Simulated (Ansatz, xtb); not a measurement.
# Ligand exchange: SnH4 + C2H9NSi → SiH3(SnH3) + C2H7N

Gas-phase species: SnH4 `[SnH4]`, singlet; C2H9NSi `CN(C)[SiH3]`, singlet; SiH3(SnH3), singlet; C2H7N (dimethylamine) `CNC`, singlet. The partners trade H for SiH3: Sn–H and N–SiH3 bonds give way to Sn–SiH3 and N–H.

Shapes, held fixed at every level: PBE0-D4/def2-TZVP. Programs: Ansatz 0.2.0, xtb 6.7.1. The zero-point and thermal change to 298 K, harmonic and unscaled (PBE0-D4/def2-TZVP), is +10.0 kJ/mol.

```
                level                   kind  ΔH(298 K) (kJ/mol)  less CCSD(T)/def2-TZVPP
             GFN0-xTB         semi-empirical               +97.3                    +69.4
          HF/def2-SVP           Hartree–Fock               +27.8                     -0.1
  B3LYP-D4/def2-TZVPP          global hybrid               +26.7                     -1.2
   PBE0-D4/def2-TZVPP          global hybrid               +16.4                    -11.5
r2SCAN0-D4/def2-TZVPP          global hybrid               +22.8                     -5.1
       MP2/def2-TZVPP    perturbation theory               +31.6                     +3.7
      CCSD/def2-TZVPP  coupled cluster or CI               +28.0                     +0.1
   CCSD(T)/def2-TZVPP  coupled cluster or CI               +27.9                      0.0
```

The highest level, CCSD(T)/def2-TZVPP, gives ΔH(298 K) = +27.9 kJ/mol; the levels span +16.4 to +97.3. GFN0-xTB strays far from the other rows. The column of differences is taken from that level and isn't an error. No measured value is set beside it here. For atoms past krypton def2 sets carry core potentials with scalar relativity. Outer-core shells of Sn are correlated, in sets that cover them unevenly.

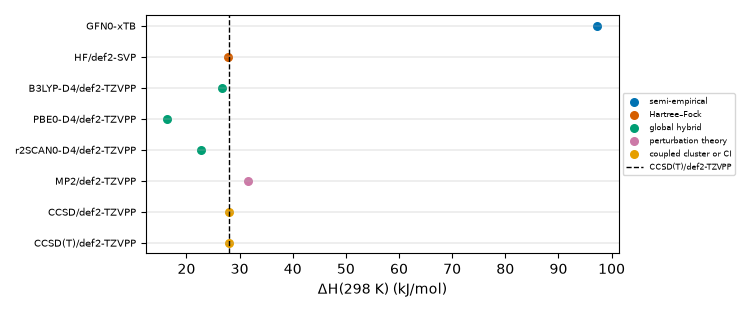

The values of the table, level by level.
